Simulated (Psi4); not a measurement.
## Geometry relaxation, with input and output: BH4 (charge −1) (part 2 of 2)

The same run, continued: BH4, charge −1; HF/3-21G, RHF (Psi4 1.11). The geometry comes from this level: GFN2-xTB.

Geometry of the input (Å):
```
B  0.0001  0.0002  -0.0001
H  0.6837  0.9970  0.2177
H  0.7263  -0.9885  -0.0671
H  -0.6004  0.1397  -1.0634
H  -0.8097  -0.1484  0.9129
```

### Output, continued
```
         ---------------------------------------------------------
                                   SCF
                              RHF Reference
                        1 Threads,   1525 MiB Core
         ---------------------------------------------------------

  ==> Geometry <==

    Molecular point group: c1
    Full point group: C1

    Geometry (in Angstrom), charge = -1, multiplicity = 1:

       Center              X                  Y                   Z               Mass
    ------------   -----------------  -----------------  -----------------  -----------------
         B           -0.000025915767    -0.000016983317     0.000019042873    11.009305360000
         H           -0.000025915767    -0.000016983317     1.240286672531     1.007825032230
         H           -0.000025915767     1.169329349061    -0.413616654782     1.007825032230
         H           -1.012737453534    -0.584750589655    -0.413542833396     1.007825032230
         H            1.013072384406    -0.584376253292    -0.413335205388     1.007825032230

  Running in c1 symmetry.

  Rotational constants: A =      4.07771  B =      4.07715  C =      4.07634 [cm^-1]
  Rotational constants: A = 122246.67262  B = 122229.73939  C = 122205.48617 [MHz]
  Nuclear repulsion =   10.100189513384580

  Charge       = -1
  Multiplicity = 1
  Electrons    = 10
  Nalpha       = 5
  Nbeta        = 5

  ==> Algorithm <==

  SCF Algorithm Type is DF.
  DIIS enabled.
  MOM disabled.
  Fractional occupation disabled.
  Guess Type is READ.
  Energy threshold   = 1.00e-08
  Density threshold  = 1.00e-08
  Integral threshold = 1.00e-12

  ==> Primary Basis <==

  Basis Set: 3-21G
    Blend: 3-21G
    Number of shells: 13
    Number of basis functions: 17
    Number of Cartesian functions: 17
    Spherical Harmonics?: false
    Max angular momentum: 1

   => Loading Basis Set <=

    Name: (3-21G AUX)
    Role: JKFIT
    Keyword: DF_BASIS_SCF

   => Loading Basis Set <=

    Name: 3-21G
    Role: ORBITAL
    Keyword: BASIS

  Reading orbitals from file scr/run.default.10181.180.npy, no projection.

  ==> Integral Setup <==

  DFHelper Memory: AOs need 0.001 GiB; user supplied 1.118 GiB.
  SCF_SUBTYPE=INCORE selected. In-core MEM_DF algorithm will be used.
  Using in-core AOs.

  ==> MemDFJK: Density-Fitted J/K Matrices <==

    J tasked:                   Yes
    K tasked:                   Yes
    wK tasked:                   No
    Memory [MiB]:              1144
    Algorithm:                 Core
    Schwarz Cutoff:           1E-12
    Mask sparsity (%):       0.0000
    Fitting Condition:        1E-10

   => Auxiliary Basis Set <=

  Basis Set: (3-21G AUX)
    Blend: DEF2-UNIVERSAL-JKFIT
    Number of shells: 49
    Number of basis functions: 169
    Number of Cartesian functions: 169
    Spherical Harmonics?: false
    Max angular momentum: 4

  Minimum eigenvalue in the overlap matrix is 1.7962478954E-02.
  Reciprocal condition number of the overlap matrix is 4.7245215690E-03.
    Using symmetric orthogonalization.

  ==> Pre-Iterations <==

  SCF Guess: Orbitals guess was supplied from a previous computation.

   -------------------------------------------------------
    Irrep   Nso     Nmo     Nalpha   Nbeta   Ndocc  Nsocc
   -------------------------------------------------------
     A         17      17       5       5       5       0
   -------------------------------------------------------
    Total      17      17       5       5       5       0
   -------------------------------------------------------

  ==> Iterations <==

                           Total Energy        Delta E     RMS |[F,P]|

   @DF-RHF iter   0:   -26.80428773979613   -2.68043e+01   1.05954e-03
   @DF-RHF iter   1:   -26.81295031775691   -8.66258e-03   9.69300e-05 DIIS
   @DF-RHF iter   2:   -26.81295235840389   -2.04065e-06   2.22776e-05 DIIS
   @DF-RHF iter   3:   -26.81295245241071   -9.40068e-08   4.67207e-06 DIIS
   @DF-RHF iter   4:   -26.81295245819459   -5.78387e-09   5.28156e-07 DIIS
   @DF-RHF iter   5:   -26.81295245828368   -8.90878e-11   1.81065e-08 DIIS
   @DF-RHF iter   6:   -26.81295245828379   -1.10134e-13   4.63541e-09 DIIS
  Energy and wave function converged.

  ==> Post-Iterations <==

    Orbital Energies [Eh]
    ---------------------

    Doubly Occupied:

       1A     -7.226781     2A     -0.432801     3A     -0.170279
       4A     -0.170271     5A     -0.170195

    Virtual:

       6A      0.555426     7A      0.555490     8A      0.555495
       9A      0.668940    10A      0.914527    11A      0.914543
      12A      0.914575    13A      1.233766    14A      1.660636
      15A      1.660754    16A      1.660782    17A      1.699421

    Final Occupation by Irrep:
              A
    DOCC [     5 ]
    NA   [     5 ]
    NB   [     5 ]

  @DF-RHF Final Energy:   -26.81295245828379

   => Energetics <=

    Nuclear Repulsion Energy =             10.1001895133845796
    One-Electron Energy =                 -57.4856264357818958
    Two-Electron Energy =                  20.5724844641135327
    Total Energy =                        -26.8129524582837853

Computation Completed

Properties will be evaluated at   0.000000,   0.000000,   0.000000 [a0]

Properties computed using the SCF density matrix

 Multipole Moments:

 ------------------------------------------------------------------------------------
     Multipole            Electronic (a.u.)      Nuclear  (a.u.)        Total (a.u.)
 ------------------------------------------------------------------------------------

 L = 1.  Multiply by 2.5417464519 to convert [e a0] to [Debye]
 Dipole X            :         -0.0004301            0.0002901           -0.0001400
 Dipole Y            :         -0.0001991            0.0001901           -0.0000090
 Dipole Z            :          0.0003853           -0.0002132            0.0001722
 Magnitude           :                                                    0.0002221

 ------------------------------------------------------------------------------------

	total time  =          0 seconds =       0.00 minutes

         ------------------------------------------------------------
                                   SCF GRAD
         ------------------------------------------------------------

  ==> Geometry <==

    Molecular point group: c1
    Full point group: C1

    Geometry (in Angstrom), charge = -1, multiplicity = 1:

       Center              X                  Y                   Z               Mass
    ------------   -----------------  -----------------  -----------------  -----------------
         B           -0.000025915767    -0.000016983317     0.000019042873    11.009305360000
         H           -0.000025915767    -0.000016983317     1.240286672531     1.007825032230
         H           -0.000025915767     1.169329349061    -0.413616654782     1.007825032230
         H           -1.012737453534    -0.584750589655    -0.413542833396     1.007825032230
         H            1.013072384406    -0.584376253292    -0.413335205388     1.007825032230

  Nuclear repulsion =   10.100189513384578

  ==> Basis Set <==

  Basis Set: 3-21G
    Blend: 3-21G
    Number of shells: 13
    Number of basis functions: 17
    Number of Cartesian functions: 17
    Spherical Harmonics?: false
    Max angular momentum: 1

  ==> DFJKGrad: Density-Fitted SCF Gradients <==

    Gradient:                    1
    J tasked:                  Yes
    K tasked:                  Yes
    wK tasked:                  No
    Integrals threads:           1
    Memory [MiB]:             1144
    Schwarz Cutoff:          1E-12
    Fitting Condition:       1E-10

   => Auxiliary Basis Set <=

  Basis Set: (3-21G AUX)
    Blend: DEF2-UNIVERSAL-JKFIT
    Number of shells: 49
    Number of basis functions: 169
    Number of Cartesian functions: 169
    Spherical Harmonics?: false
    Max angular momentum: 4

  -Total Gradient:
     Atom            X                  Y                   Z
    ------   -----------------  -----------------  -----------------
       1       -0.000041135222    -0.000003072917     0.000050261466
       2        0.000008666494    -0.000007672790    -0.000219229574
       3        0.000011635852    -0.000192444292     0.000048376263
       4        0.000134266742     0.000100932469     0.000061642076
       5       -0.000113433867     0.000102257529     0.000058949769

	total time  =          0 seconds =       0.00 minutes

    			-----------------------------------------

    			 OPTKING 3.0: for geometry optimizations

    			        with contributions from

    			-----------------------------------------

	                            ===> Fragment 1 <==

	 Z (Atomic Numbers)          Masses                          Geom
	       5.000000            11.009305         -0.00004897 -0.00003209  0.00003599
	       1.000000             1.007825         -0.00004897 -0.00003209  2.34380213
	       1.000000             1.007825         -0.00004897  2.20971222 -0.78162220
	       1.000000             1.007825         -1.91379642 -1.10501847 -0.78148270
	       1.000000             1.007825          1.91442935 -1.10431107 -0.78109034

	 - Coordinate -           - BOHR/RAD -       - ANG/DEG -
	 R(1,2)           =         2.343766           1.240268
	 R(1,3)           =         2.343920           1.240349
	 R(1,4)           =         2.343970           1.240376
	 R(1,5)           =         2.344103           1.240446
	 B(2,1,3)         =         1.910792         109.480338
	 B(2,1,4)         =         1.910722         109.476285
	 B(2,1,5)         =         1.910524         109.464966
	 B(3,1,4)         =         1.910536         109.465665
	 B(3,1,5)         =         1.910274         109.450622
	 B(4,1,5)         =         1.910951         109.489447
	 O(2,1,3,4)       =         0.955118          54.724207
	 O(2,1,3,5)       =        -0.955446         -54.743043
	 O(2,1,4,5)       =         0.955178          54.727684
	 O(3,1,2,4)       =        -0.955210         -54.729516
	 O(3,1,2,5)       =         0.955571          54.750213
	 O(3,1,4,5)       =        -0.955614         -54.752653
	 O(4,1,2,3)       =         0.955246          54.731542
	 O(4,1,2,5)       =        -0.954965         -54.715446
	 O(4,1,3,5)       =         0.955275          54.733237
	 O(5,1,2,3)       =        -0.955706         -54.757904
	 O(5,1,2,4)       =         0.955063          54.721102
	 O(5,1,3,4)       =        -0.955406         -54.740753

	        --- Internal Coordinate Step in ANG or DEG, aJ/ANG or AJ/DEG ---
	-------------------------------------------------------------------------------
	           Coordinate      Previous         Force          Change          New
	           ----------      --------        ------          ------        ------
	               R(1,2)       1.24027        0.00181        0.00053       1.24080
	               R(1,3)       1.24035        0.00163        0.00048       1.24083
	               R(1,4)       1.24038        0.00146        0.00043       1.24081
	               R(1,5)       1.24045        0.00132        0.00039       1.24084
	             B(2,1,3)     109.48034       -0.00000       -0.00739     109.47295
	             B(2,1,4)     109.47628        0.00000        0.00079     109.47707
	             B(2,1,5)     109.46497        0.00000        0.00442     109.46939
	             B(3,1,4)     109.46566        0.00000        0.00408     109.46975
	             B(3,1,5)     109.45062        0.00000        0.01039     109.46101
	             B(4,1,5)     109.48945       -0.00000       -0.01230     109.47715
	           O(2,1,3,4)      54.72421        0.00000        0.00456      54.72877
	           O(2,1,3,5)     -54.74304       -0.00000        0.00223     -54.74082
	           O(2,1,4,5)      54.72768       -0.00000        0.00094      54.72862
	           O(3,1,2,4)     -54.72952       -0.00000       -0.00291     -54.73243
	           O(3,1,2,5)      54.75021       -0.00000       -0.00521      54.74500
	           O(3,1,4,5)     -54.75265        0.00000        0.00833     -54.74433
	           O(4,1,2,3)      54.73154       -0.00000       -0.00118      54.73037
	           O(4,1,2,5)     -54.71545       -0.00000       -0.00930     -54.72474
	           O(4,1,3,5)      54.73324        0.00000        0.00302      54.73626
	           O(5,1,2,3)     -54.75790        0.00000        0.01112     -54.74678
	           O(5,1,2,4)      54.72110        0.00000        0.00748      54.72858
	           O(5,1,3,4)     -54.74075       -0.00000        0.00013     -54.74062
	-------------------------------------------------------------------------------

	                                 ==> Convergence Check <==

	Measures of convergence in internal coordinates in au.

	Criteria marked as inactive (o), active & met (*), and active & unmet ( ).

	----------------------------------------------------------------------------------------------
	   Step    Total Energy     Delta E     Max Force     RMS Force      Max Disp      RMS Disp
	----------------------------------------------------------------------------------------------
	  Convergence Criteria     1.00e-06 *    3.00e-04 *             o    1.20e-03 *             o
	----------------------------------------------------------------------------------------------
	     2     -26.81295246   -2.24e-04      2.19e-04 *    8.16e-05 o    1.00e-03 *    3.85e-04 o  ~
	----------------------------------------------------------------------------------------------

Next Geometry in Ang
	Fragment 1 (Ang)

	    B   0.0000057274  -0.0000023206  -0.0000093140
	    H  -0.0000325524   0.0000526286   1.2407889097
	    H  -0.0000492770   1.1698303296  -0.4137055517
	    H  -1.0129965931  -0.5850303110  -0.4137364309
	    H   1.0133298787  -0.5846817872  -0.4135265912

    Final optimized geometry and variables:
    Molecular point group: c1
    Full point group: C1

    Geometry (in Angstrom), charge = -1, multiplicity = 1:

    B
    H             1    1.240268
    H             1    1.240349      2  109.480338
    H             1    1.240376      2  109.476285      3 -120.001881
    H             1    1.240446      2  109.464966      4 -120.021594
```

### Standard output
```
Some dependencies such as QCElemental have not yet finished migration to pydantic v2. If issues are encountered please downgrade pydantic or upgrade QCElemental as appropriate
	Previous geometry is closer to target in internal coordinates, so using that one.

	Best geometry has RMS(Delta(q)) = 1.32e-07

Optimizer: Optimization complete!
hf/3-21G energy: -26.8129524583 Eh
5
-1 1 BH4
B                    -0.000025915767    -0.000016983317     0.000019042873
H                    -0.000025915767    -0.000016983317     1.240286672531
H                    -0.000025915767     1.169329349061    -0.413616654782
H                    -1.012737453534    -0.584750589655    -0.413542833396
H                     1.013072384406    -0.584376253292    -0.413335205388
```

### Trajectory as extended XYZ (Å, eV, eV/Å), 2 frames, from step=0 to step=1
```
5
Properties=species:S:1:pos:R:3:forces:R:3 step=0 energy=-729.61150
B     0.0001    0.0002   -0.0001   -0.0157  -0.0080   0.0032
H     0.6837    0.9970    0.2177    0.1504   0.2165   0.0471
H     0.7263   -0.9885   -0.0671    0.1558  -0.2082  -0.0147
H    -0.6004    0.1397   -1.0634   -0.1257   0.0282  -0.2140
H    -0.8097   -0.1484    0.9129   -0.1647  -0.0284   0.1783
5
Properties=species:S:1:pos:R:3:forces:R:3 step=1 energy=-729.61761
B     0.0001    0.0001   -0.0001   -0.0015  -0.0025   0.0016
H     0.6904    1.0068    0.2199    0.0066   0.0090   0.0016
H     0.7336   -0.9978   -0.0676    0.0068  -0.0075  -0.0010
H    -0.6063    0.1408   -1.0730   -0.0053   0.0014  -0.0074
H    -0.8175   -0.1497    0.9207   -0.0066  -0.0003   0.0052
```

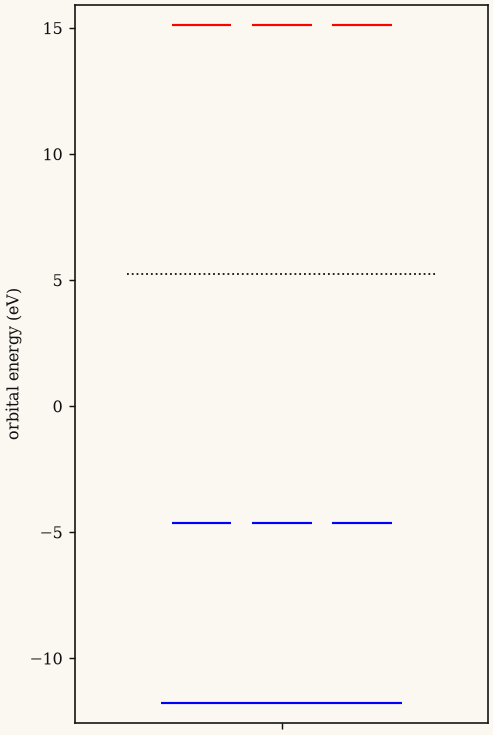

**Figure 1.** Orbital energies near the frontier; the dotted line parts filled from empty levels, and levels within 0.02 eV of each other stand side by side. Highest filled −4.63 eV, lowest empty 15.11 eV, 19.74 eV apart.

### Results in brief

- outcome: converged
- total energy: −26.812952 hartree
- basis functions: 17
- HOMO: −4.63 eV
- LUMO: 15.11 eV
- wall time: 2.9 s
- peak memory: 0.2 GiB
